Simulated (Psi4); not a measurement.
# GeSiH4 (SMILES [SiH3][GeH]) at U-wB97X-V/def2-TZVP

Aim: the energy change on altering one bond length of GeSiH4 at U-wB97X-V/def2-TZVP, from 2 runs. 

The calculation is run with Psi4 1.11.

2 further runs of the same task are left out: 2 set aside as unsound or not needed.

### 1 The molecule

GeSiH4: 6 atoms, total charge 0, spin state triplet. As SMILES, `[SiH3][GeH]`. Geometry: a GFN2-xTB relaxation, a rough one for these elements and not checked as a minimum.

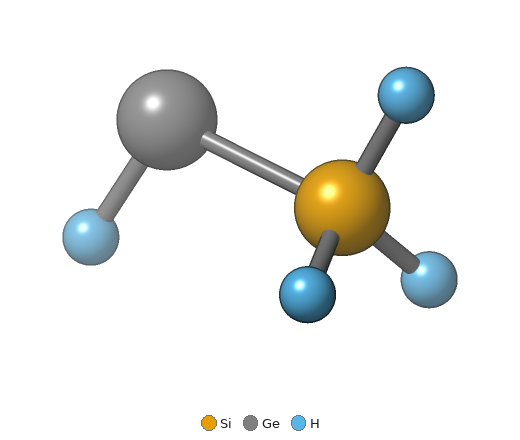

The structure, seen from a chosen angle (silicon amber, germanium grey, hydrogen blue).

### 2 A single-point energy at U-wB97X-V/def2-TZVP

Contents of job.dat:

```
memory 1600 mb

molecule {
  0 3
  Si    -0.283220    -0.251340    -0.527490
  Ge     0.874610    -0.191000     1.518380
  H     -1.640170     0.319480    -0.464590
  H     -0.350550    -1.684650    -0.812530
  H      0.402580     0.454350    -1.624160
  H      0.996750     1.353160     1.910390
  units angstrom
  symmetry c1
  no_reorient
  no_com
}

set basis def2-TZVP
set reference uks
set puream true
set e_convergence 1e-09
set d_convergence 1e-08
set scf_type pk
set dft_radial_points 99
set dft_spherical_points 590
set maxiter 200

result = energy('wb97x-v')
```

On the command line:

```
$ psi4 -n 1 job.dat job.out
```

job.out (excerpt; [...] marks lines left out):

```text
[...]
  Running in c1 symmetry.
[...]
  Nuclear repulsion =  145.968847440893683
[...]
  Multiplicity = 3
[...]
  Nalpha       = 26
  Nbeta        = 24
[...]
    Number of basis functions: 109
[...]
   @UKS iter   1: -2367.00565878592170   -2.28342e+00   2.79007e-02 ADIIS/DIIS
[...]
   @UKS iter  14: -2368.57767580494192   -3.81988e-11   8.38697e-09 DIIS
[...]
   @S^2 Observed:                2.004126799E+00
[...]
    Orbital Energies [Eh]
    ---------------------
    Alpha Occupied:
       1A   -398.571245     2A    -66.140818     3A    -49.818935
       4A    -44.331633     5A    -44.331626     6A    -44.329590
       7A     -6.323503     8A     -5.394290     9A     -4.497565
      10A     -4.496554    11A     -4.492077    12A     -3.745544
      13A     -3.742955    14A     -3.742838    15A     -1.324210
      16A     -1.323795    17A     -1.322294    18A     -1.319567
      19A     -1.319521    20A     -0.705653    21A     -0.613918
      22A     -0.472957    23A     -0.466579    24A     -0.406439
      25A     -0.347814    26A     -0.279729
    Alpha Virtual:
[...]
  @UKS Final Energy: -2368.57767580494192
   => Energetics <=
    Nuclear Repulsion Energy =            145.9688474408936827
    One-Electron Energy =               -3589.0785130033609676
    Two-Electron Energy =                1152.4346505932207947
    DFT Exchange-Correlation Energy =     -78.1107384602329518
    Empirical Dispersion Energy =           0.0000000000000000
    VV10 Nonlocal Energy =                  0.2080776245376952
    Total Energy =                      -2368.5776758049419186
[...]
 Multipole Moments:
 ------------------------------------------------------------------------------------
     Multipole            Electronic (a.u.)      Nuclear  (a.u.)        Total (a.u.)
 ------------------------------------------------------------------------------------
 L = 1.  Multiply by 2.5417464519 to convert [e a0] to [Debye]
 Dipole X            :        -44.3084000           44.2782673           -0.0301327
 Dipole Y            :         17.2727814          -17.3635973           -0.0908159
 Dipole Z            :        -76.0539243           75.9904417           -0.0634826
 Magnitude           :                                                    0.1148283
[...]
```

It took 3 min on 1 thread of Intel Xeon Platinum 8259CL at 2.50GHz (Skylake/Cascade Lake), shared host; peak memory 0.73 GiB.

### 3 The distorted shape, same level

Contents of geh4si.xyz:

```xyz
6
GeH4Si
Si     0.395254    -0.536750    -0.558940
Ge     1.553084    -0.476410     1.486930
H     -1.640170     0.319480    -0.464590
H      0.327924    -1.970060    -0.843980
H      1.081054     0.168940    -1.655610
H      1.675224     1.067750     1.878940
```

Contents of run_ase.py:

```python
import numpy as np
from ase.calculators.psi4 import Psi4
from ase.io import read

mol = read('geh4si.xyz')
calc = Psi4(atoms=mol, method='wb97x-v', basis='def2-TZVP', memory='1600MB', num_threads=1, charge=0, multiplicity=3, label='calc', reference='uks')
calc.psi4.set_options({'puream': True, 'e_convergence': 1e-09, 'd_convergence': 1e-08, 'scf_type': 'pk', 'dft_radial_points': 99, 'dft_spherical_points': 590, 'maxiter': 200})
mol.calc = calc

print(f'energy: {mol.get_potential_energy():.6f} eV')
```

On the command line:

```
$ python run_ase.py
```

calc.dat (excerpt; [...] marks lines left out):

```text
[...]
  Running in c1 symmetry.
[...]
  Nuclear repulsion =  143.389307762721188
[...]
  Multiplicity = 3
[...]
  Nalpha       = 26
  Nbeta        = 24
[...]
    Number of basis functions: 109
[...]
   @UKS iter   1: -2366.56036296359707   -2.01431e+00   2.88949e-02 ADIIS/DIIS
[...]
   @UKS iter  20: -2368.50767023151957   -2.72848e-12   6.11284e-09 DIIS
[...]
   @S^2 Observed:                2.033385303E+00
[...]
    Orbital Energies [Eh]
    ---------------------
    Alpha Occupied:
       1A   -398.581318     2A    -66.176914     3A    -49.828822
       4A    -44.341611     5A    -44.341463     6A    -44.339424
       7A     -6.333281     8A     -5.424384     9A     -4.507428
      10A     -4.506393    11A     -4.501626    12A     -3.775834
      13A     -3.773702    14A     -3.772367    15A     -1.334099
      16A     -1.333692    17A     -1.331773    18A     -1.329353
      19A     -1.328994    20A     -0.703760    21A     -0.609692
      22A     -0.481154    23A     -0.415026    24A     -0.407745
      25A     -0.352517    26A     -0.285798
    Alpha Virtual:
[...]
  @UKS Final Energy: -2368.50767023151957
   => Energetics <=
    Nuclear Repulsion Energy =            143.3893077627211881
    One-Electron Energy =               -3583.3416809684326836
    Two-Electron Energy =                1149.2592002710407542
    DFT Exchange-Correlation Energy =     -78.0225706698358721
    Empirical Dispersion Energy =           0.0000000000000000
    VV10 Nonlocal Energy =                  0.2080733729868978
    Total Energy =                      -2368.5076702315195689
[...]
 Multipole Moments:
 ------------------------------------------------------------------------------------
     Multipole            Electronic (a.u.)      Nuclear  (a.u.)        Total (a.u.)
 ------------------------------------------------------------------------------------
 L = 1.  Multiply by 2.5417464519 to convert [e a0] to [Debye]
 Dipole X            :          6.8950156           -6.4627453            0.4322703
 Dipole Y            :         -1.6199698            1.3873858           -0.2325840
 Dipole Z            :         10.0710552          -10.0398654            0.0311898
 Magnitude           :                                                    0.4918594
[...]
```

The script printed:

```text
energy: -64450.376516 eV
```

Run time: 4.4 min. Hardware: 1 thread of Intel Xeon Platinum 8259CL at 2.50GHz (Skylake/Cascade Lake), shared host; peak memory 0.78 GiB.

### 4 What came out

Level: U-wB97X-V/def2-TZVP.

| quantity | value |
| --- | --- |
| first shape: total energy | -2368.57768 Eh |
| first shape: dipole moment | 0.29 D |
| first shape: HOMO energy (highest over α and β) | -7.61 eV |
| first shape: LUMO energy (lowest over α and β) | -2.01 eV |
| first shape: ⟨S²⟩ | 2.004 |
| distorted shape: total energy | -2368.50767 Eh |
| distorted shape: dipole moment | 1.25 D |
| distorted shape: HOMO energy (highest over α and β) | -7.78 eV |
| distorted shape: LUMO energy (lowest over α and β) | -2.34 eV |
| distorted shape: ⟨S²⟩ | 2.033 |
| energy change with the Si1–H3 bond stretched from 1.473 to 2.210 Å | 1.905 eV |

With the Si1–H3 bond stretched from 1.473 to 2.210 Å the energy rises by 1.90 eV (184 kJ/mol). The first shape isn't relaxed at this level, so the change isn't measured from a minimum.
